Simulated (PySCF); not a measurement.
SMILES [CH3][Ge]([CH3])([CH3])[CH2][Al]([OH])[OH] at its GFN2-xTB optimised geometry (Å):

```
21

Ge    -0.3549     0.7466     0.0000
C     -1.0815     2.6052     0.0000
C     -1.0304    -0.2465     1.5822
C     -0.9449    -0.1928    -1.6437
C      1.6316     0.7466     0.0000
Al     2.1665    -0.8879    -1.0038
O      1.9695    -2.3298    -0.2359
O      2.6687    -0.7043    -2.5602
H     -2.1665     2.5872    -0.0322
H     -0.7790     3.1402     0.8952
H     -0.7255     3.1586    -0.8637
H     -0.6109    -1.2477     1.5955
H     -2.1133    -0.3286     1.5565
H     -0.7507     0.2517     2.5061
H     -0.9304     0.4658    -2.5072
H     -0.2366    -1.0051    -1.8308
H     -1.9399    -0.6193    -1.5591
H      1.9975     1.6499    -0.4875
H      1.9851     0.7624     1.0305
H      1.8451    -3.1586     0.1999
H      2.9125    -0.5296    -3.4556
```

Level of theory: B3LYP/def2-SVP run with PySCF 2.14.0. Cells within 0.4 Å of a nucleus heavier than hydrogen are left out (blank, or x).

Map of the electron localisation function on the plane z = 0.0 Å:

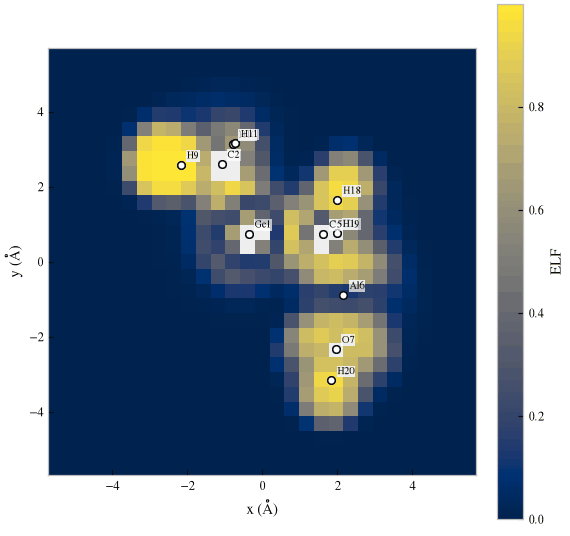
Figure: Electron localisation function on the plane z = 0.0 Å.
